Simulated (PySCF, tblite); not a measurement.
Bond stretch in LiH, singlet.

- UKS-B3LYP/6-311+G** = unrestricted B3LYP/6-311+G**, spherical d in PySCF
- RMP2 = MP2 on RHF/cc-pVTZ (PySCF)
- RKS-B3LYP/6-31G* = restricted B3LYP/6-31G*, spherical d in PySCF
- GFN2-xTB, 300 K electronic temperature (tblite)
- RKS-TPSSh = restricted TPSSh/cc-pVTZ in PySCF

Energies are in kcal/mol, each relative to the lowest point of its own curve near equilibrium.

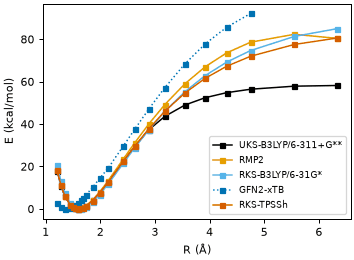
Fig. 1. Energy against bond length for each method.

| R / Å | UKS-B3LYP/6-311+G** | RMP2 | RKS-B3LYP/6-31G* | GFN2-xTB | RKS-TPSSh |
|---|---|---|---|---|---|
| 1.21 | 17.8 | 18.3 | 20.5 | 2.6 | 18.2 |
| 1.28 | 10.8 | 11.1 | 12.9 | 0.7 | 11.1 |
| 1.35 | 5.9 | 6.1 | 7.4 | 0.0 | 6.1 |
| 1.45 | 1.8 | 1.8 | 2.6 | 0.4 | 1.9 |
| 1.50 | 0.7 | 0.7 | 1.2 | 1.0 | 0.8 |
| 1.54 | 0.2 | 0.2 | 0.5 | 1.7 | 0.2 |
| 1.60 | 0.0 | 0.0 | 0.0 | 2.9 | 0.0 |
| 1.65 | 0.2 | 0.2 | 0.0 | 4.1 | 0.2 |
| 1.69 | 0.6 | 0.7 | 0.3 | 5.2 | 0.6 |
| 1.74 | 1.4 | 1.4 | 0.9 | 6.6 | 1.3 |
| 1.86 | 4.0 | 4.1 | 3.2 | 10.3 | 3.9 |
| 1.99 | 7.7 | 8.0 | 6.7 | 14.3 | 7.6 |
| 2.14 | 12.6 | 13.1 | 11.6 | 19.1 | 12.5 |
| 2.42 | 22.3 | 23.4 | 21.4 | 29.6 | 22.3 |
| 2.63 | 29.5 | 31.1 | 28.8 | 37.6 | 29.5 |
| 2.89 | 37.3 | 40.1 | 37.4 | 47.2 | 37.8 |
| 3.18 | 43.6 | 49.1 | 46.0 | 57.1 | 46.0 |
| 3.55 | 48.9 | 59.0 | 55.2 | 68.4 | 54.6 |
| 3.92 | 52.4 | 67.0 | 62.8 | 77.8 | 61.5 |
| 4.31 | 54.7 | 73.5 | 69.1 | 85.6 | 67.2 |
| 4.75 | 56.4 | 78.6 | 74.6 | 92.1 | 71.9 |
| 5.55 | 57.8 | 82.3 | 81.3 | — | 77.5 |
| 6.33 | 58.1 | 80.4 | 84.9 | — | 80.5 |

At the longest distance, 6.33 Å, RKS-B3LYP/6-31G* lies highest above its minimum (84.9 kcal/mol) and UKS-B3LYP/6-311+G** lowest (58.1 kcal/mol).

Dashes: no converged value, or the column stops at the first point that the program doubted or that broke a chosen test of continuity, which isn't proof of a fault.

The unrestricted determinant behind UKS-B3LYP/6-311+G** is spin-contaminated at 2.89 to 6.33 Å (<S²> up to 1.0, against 0.00 for a pure singlet). The restricted form behind RMP2, RKS-B3LYP/6-31G*, RKS-TPSSh keeps the bonding electrons paired and can't separate into open-shell fragments. The T1 diagnostic of CCSD on the restricted reference of RMP2 exceeds 0.045 at 2.89 to 6.33 Å. At the longest distance RKS-TPSSh leaves fractional charges on the fragments, a sign of delocalisation error or of the restricted form.
